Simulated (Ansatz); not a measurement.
The calculation's input:

```
basis:
  gaussian:
    orbitals: def2-SVP
crystal:
  periodic: [false, false, false]
  atoms:
    - {symbol: C, position_ang: [-1.219100, 0.923600, -0.783300]}
    - {symbol: Al, position_ang: [0.496800, 0.021800, -0.536400]}
    - {symbol: C, position_ang: [0.903900, -0.949000, 1.109700]}
    - {symbol: H, position_ang: [-2.054000, 0.233200, -0.621200]}
    - {symbol: H, position_ang: [-1.337000, 1.368500, -1.773800]}
    - {symbol: H, position_ang: [-1.340300, 1.723700, -0.043600]}
    - {symbol: H, position_ang: [1.605700, 0.078800, -1.681200]}
    - {symbol: H, position_ang: [0.069000, -0.980000, 1.814000]}
    - {symbol: H, position_ang: [1.201900, -1.980900, 0.894300]}
    - {symbol: H, position_ang: [1.756300, -0.490900, 1.624500]}
hamiltonian:
  xc: hf
accuracy: high
output:
  forces: true
  orbitals: {seedname: orbitals}
```

Command:

```sh
ansatz run in.yaml --threads 1 --pin off --max-ram 2610MiB --events-out events.jsonl --progress --plain --runs-dir runs
```

Geometry: PBE0-D4/def2-TZVP.

The calculation used isolated molecule in a Gaussian basis; Hartree-Fock (Ansatz).

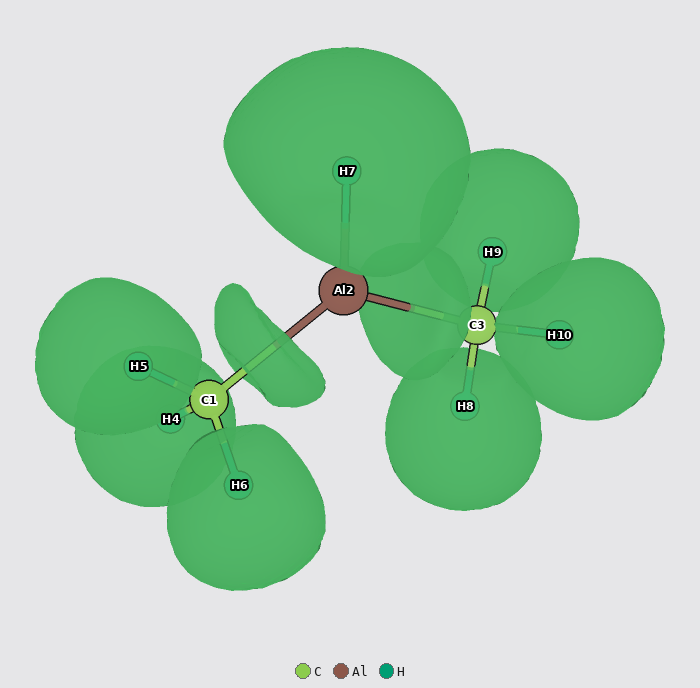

C2H7Al. Isosurface of the electron localisation function at 0.8 (green), seen at a tilt. Core shells and regions of very low density are left out.

Q: Identify the bonds, lone pairs and shells in this picture.

A: At this value the surface marks out two regions between bonded Al–C atoms (shared pairs) and seven regions around hydrogen nuclei. Profiles from the grid: C–Al (1.95 Å): the ELF peaks at about 1 between the atoms (a polar covalent bond). C–H (1.09 Å): the ELF climbs to about 1 towards the hydrogen, as it does in any bond to H (an ordinary covalent bond to hydrogen).
